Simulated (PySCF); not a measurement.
# AlCl2 (SMILES [Cl][Al][Cl]): UPBE0/STO-3G

What is the vertical ionisation energy of AlCl2 at UPBE0/STO-3G? 

The calculation is run with PySCF 2.14.0.

7 further runs of the same task are left out: 7 set aside as unsound or not needed.

**1. The molecule**

AlCl2: 3 atoms, total charge 0, spin state doublet. SMILES: `[Cl][Al][Cl]`. The coordinates come from a PBE0-D4/def2-TZVP relaxation.

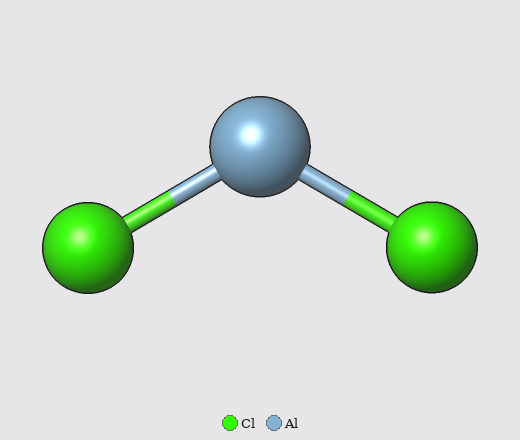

Viewed from a chosen angle; chlorine green, aluminium light blue.

**2. The energy at UPBE0/STO-3G**

Input file run.py:

```python
# [Cl][Al][Cl]
from pyscf import gto, dft

mol = gto.M(
    atom='''
Cl     2.597995     1.640849     1.584913
Al    -0.816551     0.983980    -0.334859
Cl    -1.802043    -2.747284    -1.274998
''',
    max_memory=1860,
    unit='bohr',
    basis='sto-3g',
    spin=1,
    verbose=3,
)

mf = dft.UKS(mol)
mf.xc = 'pbe0'
mf.grids.level = 5
mf.conv_tol = 1e-10
mf.kernel()
if not mf.converged:
    mf = mf.newton().run(mf.mo_coeff, mf.mo_occ)

e_final = mf.e_tot
print(f'total energy: {e_final:.8f} hartree')
```

Run with:

```sh
$ OMP_NUM_THREADS=1 python run.py
```

The log of the run:

```text
WARN: HOMO -0.167313297327974 >= LUMO -0.167313297327972

converged SCF energy = -1149.61472248775  <S^2> = 0.75199964  2S+1 = 2.0019986
total energy: -1149.61472249 hartree
```

It took 3.9 s on 1 thread of Arm Neoverse V2, shared host; peak memory 0.23 GiB.

**3. The singlet cation, same level**

Input file run.py:

```python
from pyscf import gto, dft

mol = gto.Mole()
mol.atom = '''
Cl     2.597995     1.640849     1.584913
Al    -0.816551     0.983980    -0.334859
Cl    -1.802043    -2.747284    -1.274998
'''
mol.charge = 1
mol.unit = 'bohr'
mol.verbose = 4
mol.basis = 'sto-3g'
mol.max_memory = 1860
mol.build()

ks = dft.RKS(mol)
ks.xc = 'pbe0'
ks.grids.level = 5
ks.conv_tol = 1e-10
ks.kernel()
if not ks.converged:
    ks = ks.newton().run(ks.mo_coeff, ks.mo_occ)

energy = ks.e_tot
print('E(%s) = %.9f' % ('PBE0', energy))
```

Run with:

```sh
$ OMP_NUM_THREADS=1 python run.py
```

The log of the run:

```text
PySCF version 2.14.0

[INPUT] num. atoms = 3
[INPUT] num. electrons = 46
[INPUT] charge = 1
[INPUT] spin (= nelec alpha-beta = 2S) = 0
[INPUT] symmetry False subgroup None
[INPUT] Mole.unit = bohr
[INPUT] Symbol           X                Y                Z      unit          X                Y                Z       unit  Magmom
[INPUT]  1 Cl     1.374799748084   0.868299897361   0.838699840891 AA    2.597995000000   1.640849000000   1.584913000000 Bohr   0.0
[INPUT]  2 Al    -0.432100180754   0.520699792001  -0.177199751671 AA   -0.816551000000   0.983980000000  -0.334859000000 Bohr   0.0
[INPUT]  3 Cl    -0.953600088698  -1.453800084725  -0.674699885569 AA   -1.802043000000  -2.747284000000  -1.274998000000 Bohr   0.0

nuclear repulsion = 153.52620679534
number of shells = 15
number of NR pGTOs = 81
number of NR cGTOs = 27
basis = sto-3g
ecp = {}

******** <class 'pyscf.dft.rks.RKS'> ********
method = RKS
initial guess = minao
damping factor = 0
level_shift factor = 0
DIIS = <class 'pyscf.scf.diis.CDIIS'>
diis_start_cycle = 1
diis_space = 8
diis_damp = 0
SCF conv_tol = 1e-10
SCF conv_tol_grad = None
SCF max_cycles = 50
direct_scf = True
direct_scf_tol = 1e-13
XC library pyscf.dft.libxc version 7.0.0
    S. Lehtola, C. Steigemann, M. J.T. Oliveira, and M. A.L. Marques.,  SoftwareX 7, 1–5 (2018)
XC functionals = pbe0
radial grids:
    Treutler-Ahlrichs [JCP 102, 346 (1995); DOI:10.1063/1.469408] (M4) radial grids

becke partition: Becke, JCP 88, 2547 (1988); DOI:10.1063/1.454033
pruning grids: <function nwchem_prune>
grids dens level: 5
symmetrized grids: False
atomic radii adjust function: <function treutler_atomic_radii_adjust>
small_rho_cutoff = 0
Set gradient conv threshold to 1e-05
Initial guess from minao.
tot grids = 129144
init E= -1148.97510283912
  HOMO = -0.457580022515721  LUMO = -0.167313297327973  gap/eV = 7.89856
cycle= 1 E= -1149.19068635961  delta_E= -0.216  |g|= 0.529  |ddm|= 2.37
  HOMO = -0.427206861263095  LUMO = -0.388230564767903  gap/eV = 1.06060
cycle= 2 E= -1148.69333228262  delta_E= 0.497  |g|= 1.24  |ddm|= 3.41
  HOMO = -0.501461054718612  LUMO = -0.355334244483449  gap/eV = 3.97631
cycle= 3 E= -1149.36123612832  delta_E= -0.668  |g|= 0.0346  |ddm|= 2.25
  HOMO = -0.503871151602734  LUMO = -0.353431193867409  gap/eV = 4.09368
cycle= 4 E= -1149.3615373702  delta_E= -0.000301  |g|= 0.0145  |ddm|= 0.064
  HOMO = -0.507001336638475  LUMO = -0.352202750892183  gap/eV = 4.21228
cycle= 5 E= -1149.36165554394  delta_E= -0.000118  |g|= 0.00107  |ddm|= 0.0314
  HOMO = -0.507125157421178  LUMO = -0.352068658777452  gap/eV = 4.21930
cycle= 6 E= -1149.36165634197  delta_E= -7.98e-07  |g|= 0.000101  |ddm|= 0.00323
  HOMO = -0.507105484160075  LUMO = -0.352064646373907  gap/eV = 4.21888
cycle= 7 E= -1149.36165634622  delta_E= -4.25e-09  |g|= 8.08e-05  |ddm|= 0.000526
  HOMO = -0.507100522090706  LUMO = -0.352066201978173  gap/eV = 4.21870
cycle= 8 E= -1149.36165635059  delta_E= -4.37e-09  |g|= 2e-05  |ddm|= 0.000228
  HOMO = -0.507097092974608  LUMO = -0.352068287101847  gap/eV = 4.21855
cycle= 9 E= -1149.36165635081  delta_E= -2.19e-10  |g|= 7e-07  |ddm|= 5.33e-05
  HOMO = -0.507097139094408  LUMO = -0.352068216195908  gap/eV = 4.21855
cycle= 10 E= -1149.36165635081  delta_E= -3.41e-12  |g|= 7.9e-08  |ddm|= 4.05e-06
  HOMO = -0.507097119292754  LUMO = -0.352068236142035  gap/eV = 4.21855
Extra cycle  E= -1149.36165635081  delta_E= 4.55e-13  |g|= 9.44e-08  |ddm|= 3.85e-07
converged SCF energy = -1149.36165635081
E(PBE0) = -1149.361656351
```

It took 2.6 s on 1 thread of Arm Neoverse V2, shared host; peak memory 0.22 GiB.

**4. What came out**

At UPBE0/STO-3G:

```
                                          quantity           value
                       doublet AlCl2: total energy  -1149.61472 Eh
                      doublet AlCl2: dipole moment          3.58 D
 doublet AlCl2: HOMO energy (highest over α and β)        -4.02 eV
  doublet AlCl2: LUMO energy (lowest over α and β)        -0.20 eV
                               doublet AlCl2: ⟨S²⟩           0.752
                      singlet cation: total energy  -1149.36166 Eh
                       singlet cation: HOMO energy       -13.80 eV
                       singlet cation: LUMO energy        -9.58 eV
                     singlet cation: HOMO–LUMO gap         4.22 eV
vertical ionisation energy (to the singlet cation)        6.886 eV
```

Removing an electron at fixed nuclei costs 6.89 eV (664 kJ/mol). Only the singlet of the ionised species was computed; a triplet could lie lower. In a minimal basis such a difference can be off by several eV, whatever the method.
